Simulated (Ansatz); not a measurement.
Reaction (SMILES): Cl (HCl) → HCl+ (doublet, bonded as Cl) + e-
B3LYP-D3(BJ)/def2-TZVP geometries, fixed; electronic energies without zero-point terms.

Basis-set convergence of the adiabatic ionisation energy at PBE0 with Ansatz (a quantum-chemistry and plane-wave program). Cartesian d functions, on some or all atoms, in 6-31G*, 6-31+G*, 6-311G**, 6-311+G**; all else is spherical. The program fits the integrals of some runs and decomposes those of others, by size. Open shells are unrestricted. No added dispersion term, no relativity. Functions are those of the species that has most. Reference: the value in aug-cc-pV(5+d)Z, 12.672 eV, itself unsure by roughly 0.002 eV (its mean distance from pcseg-4, aug-pcseg-3, aug-cc-pV(Q+d)Z). Deviations are taken from unrounded values.

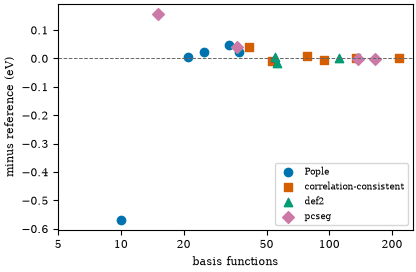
Figure: Deviation from the reference against the number of basis functions, by family of sets.

| basis | functions | adiabatic ionisation energy (eV) | minus reference (eV) |
|---|---|---|---|
| STO-3G | 10 | 12.105 | -0.567 |
| pcseg-0 | 15 | 12.828 | 0.156 |
| 6-31G* | 21 | 12.677 | 0.004 |
| 6-31+G* | 25 | 12.697 | 0.024 |
| 6-311G** | 33 | 12.721 | 0.049 |
| aug-pcseg-1 | 36 | 12.712 | 0.040 |
| 6-311+G** | 37 | 12.695 | 0.022 |
| aug-cc-pV(D+d)Z | 41 | 12.714 | 0.042 |
| cc-pV(T+d)Z | 53 | 12.663 | -0.010 |
| def2-TZVPD | 55 | 12.679 | 0.006 |
| def2-TZVPP | 56 | 12.657 | -0.015 |
| aug-cc-pV(T+d)Z | 78 | 12.680 | 0.008 |
| cc-pV(Q+d)Z | 94 | 12.668 | -0.004 |
| def2-QZVPPD | 112 | 12.673 | 0.001 |
| aug-cc-pV(Q+d)Z | 135 | 12.675 | 0.003 |
| aug-pcseg-3 | 138 | 12.671 | -0.001 |
| pcseg-4 | 166 | 12.670 | -0.002 |
| aug-cc-pV(5+d)Z | 216 | 12.672 | 0.000 |
